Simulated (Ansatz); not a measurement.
## Fields on a plane of ZrPbO3 (cubic perovskite)

```
ZrPbO3
1.0
    4.14129     0.00000     0.00000
    0.00000     4.14129     0.00000
    0.00000     0.00000     4.14129
Zr Pb O
1 1 3
Direct
  0.00000   0.00000   0.00000
  0.50000   0.50000   0.50000
  0.50000   0.00000   0.00000
  0.00000   0.50000   0.00000
  0.00000   0.00000   0.50000
```

The slice is a {100} plane (indices of the conventional cell) through the point (0.500, 0.000, 0.000) (fractional), spanned by u = [100] and v = [010] in vectors of this cell: u (4.14 Å) and v (4.14 Å, at 90° to u). It covers one period; positions are fractions (u, v).

Atoms on it: Zr at (0.50, 0.00); O at (0.00, 0.00); O at (0.50, 0.50).

All values below come from PBEsol (plane waves to 420 eV, PAW, scalar-relativistic; Ansatz, a first-principles code). k mesh 8×8×8. Inside the PAW spheres the values are not all-electron values, and peaks at nuclei hang on which shells count as valence. Spin-orbit coupling is left out, though Pb is heavy. This is a high-temperature form of ZrPbO3. ZrPbO3 is run without spin polarisation. ZrPbO3 was relaxed with its symmetry unable to fall.

```tsv
v \ u	0.00	0.10	0.20	0.30	0.40	0.50	0.60	0.70	0.80	0.90
0.90	0.075	0.031	0.008	0.023	0.039	0.003	0.039	0.023	0.008	0.031
0.80	0.009	0.006	0.009	0.020	0.023	0.002	0.023	0.020	0.009	0.006
0.70	0.011	0.011	0.009	0.009	0.008	0.005	0.008	0.009	0.009	0.011
0.60	0.023	0.019	0.011	0.006	0.031	0.043	0.031	0.006	0.011	0.019
0.50	0.029	0.023	0.011	0.009	0.075	0.087	0.075	0.009	0.011	0.023
0.40	0.023	0.019	0.011	0.006	0.031	0.043	0.031	0.006	0.011	0.019
0.30	0.011	0.011	0.009	0.009	0.008	0.005	0.008	0.009	0.009	0.011
0.20	0.009	0.006	0.009	0.020	0.023	0.002	0.023	0.020	0.009	0.006
0.10	0.075	0.031	0.008	0.023	0.039	0.003	0.039	0.023	0.008	0.031
0.00	0.087	0.043	0.005	0.002	0.003	0.000	0.003	0.002	0.005	0.043
```

Values: density of the lowest conduction band (whole band as if filled, smooth part) in e/Å³. 

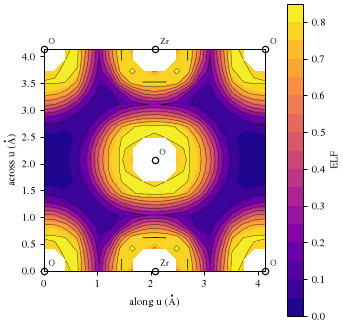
*Electron localisation function (ELF), one period of the plane, atoms marked. Points within 0.4 Å of a nucleus are left white, as the pseudised field means little there.*

The density on the Zr–O line (2.07 Å) at its density minimum, 1.1 Å from Zr comes out as 0.70 e/Å³ and the ELF at that point is 0.2. Element round which the density of the highest valence band (whole band, smooth part) is largest on this plane: O.
